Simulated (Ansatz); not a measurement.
Single-point calculation of B2O3

The run: single-point calculation of B2O3, SMILES O=BOB=O. Method and program: RKS SPW92/def2-TZVPD (Ansatz 0.2.0).

The geometry comes from this level: PBE0-D4/def2-TZVP. Figures and captions count atoms from 1; the log counts them from 0 in places.

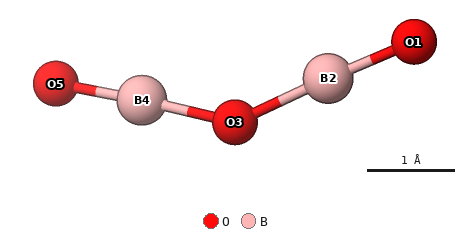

Figure 1. The structure as given in the input (ball-and-stick view, seen at a tilt; atoms are numbered from 1 in the order of the input).

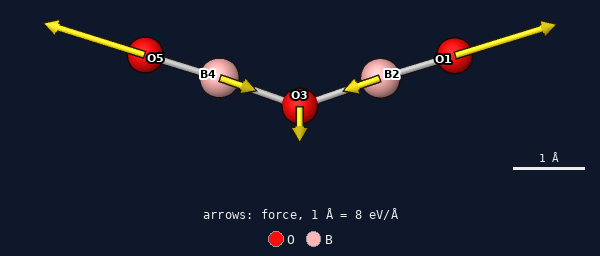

Figure 2. Forces on the atoms as yellow arrows (ball-and-stick view, seen at a tilt; atoms are numbered from 1 in the order of the input). The largest act on O1, O5 (12.35 eV/Å); B2, B4 (4.65 eV/Å); O3 (4.29 eV/Å). The geometry is not a stationary point of this energy.

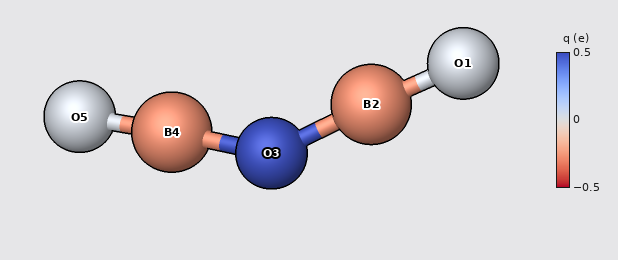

Figure 3. Mulliken charges, as the colour of each atom (ball-and-stick view, seen at a tilt; atoms are numbered from 1 in the order of the input). By element: O +0.03 to +0.48 and B −0.27 e.

The input and output of the run follow.

Input file
```yaml
crystal:
  periodic: [false, false, false]
  atoms:
    - {symbol: O, position_ang: [-0.872646, 0.463003, -1.993526]}
    - {symbol: B, position_ang: [-0.436079, 0.050712, -1.062100]}
    - {symbol: O, position_ang: [0.041545, -0.444863, -0.059342]}
    - {symbol: B, position_ang: [0.445215, -0.148601, 1.049045]}
    - {symbol: O, position_ang: [0.821965, 0.079750, 2.065922]}
basis:
  gaussian: {orbitals: def2-TZVPD}
hamiltonian: {xc: {name: SPW92}}
output: {forces: true}
```

Command:
```bash
ansatz run in.yaml --threads 4 --pin off --events-out ev --progress --plain --max-ram 10444MiB
```

Log
```
Functional definition: SPW92
  name "SPW92"
  cite "Dirac, Proc. Camb. Phil. Soc. 26, 376 (1930) doi:10.1017/S0305004100016108"
  cite "Slater, Phys. Rev. 81, 385 (1951) doi:10.1103/PhysRev.81.385"
  cite "Perdew & Wang, Phys. Rev. B 45, 13244 (1992) doi:10.1103/PhysRevB.45.13244"
  exchange = slater_x
  correlation = pw_c
882 factors; their error is unknown
mean field evaluation 1: about -7424.4653 eV, gradient 1.0e2 eV
mean field evaluation 2: about -7358.1664 eV, gradient 2.1e2 eV
mean field evaluation 4: about -7440.4967 eV, gradient 1.6e1 eV
mean field evaluation 8: about -7440.8873 eV, gradient 9.0e-2 eV
mean field evaluation 16: about -7440.8873 eV, gradient 1.5e-5 eV
mean field -7440.88733919 eV, -273.4475661006 hartree, gradient 1.3e-5 eV, S^2 0.000000; 0 other end points of the search recorded, 0 dependent functions left out
the calculation of the forces begins
reference -7440.88740139 eV, -273.4475683866 hartree; 17, 17 occupied and 177, 177 virtual orbitals, 882 factors
Total energy: -7440.88740139 eV, -273.4475683866 hartree
Atom 0 at    -0.872646     0.463003    -1.993526 Å, force    -4.864319     4.647272   -10.358584 eV/Å
Atom 1 at    -0.436079     0.050712    -1.062100 Å, force     1.825617    -1.885252     3.836252 eV/Å
Atom 2 at     0.041545    -0.444863    -0.059342 Å, force     0.395873    -4.239106    -0.565471 eV/Å
Atom 3 at     0.445215    -0.148601     1.049045 Å, force    -1.544761    -1.123009    -4.237505 eV/Å
Atom 4 at     0.821965     0.079750     2.065922 Å, force     4.187590     2.600096    11.325308 eV/Å
Dipole moment:     0.023497    -0.251677    -0.033569 e Å
```

Summary

```csv
quantity,value
outcome,converged
total energy,−7440.8874 eV
SCF solution under orbital rotations,stable
largest force (length of the vector),12.351 eV/Å
dipole moment,1.22 D
hardware,"4 threads of Arm Neoverse V2, 23 GiB of memory available, shared host"
wall time,0.75 s (CPU time 2.5 s)
peak memory,0.19 GiB
```
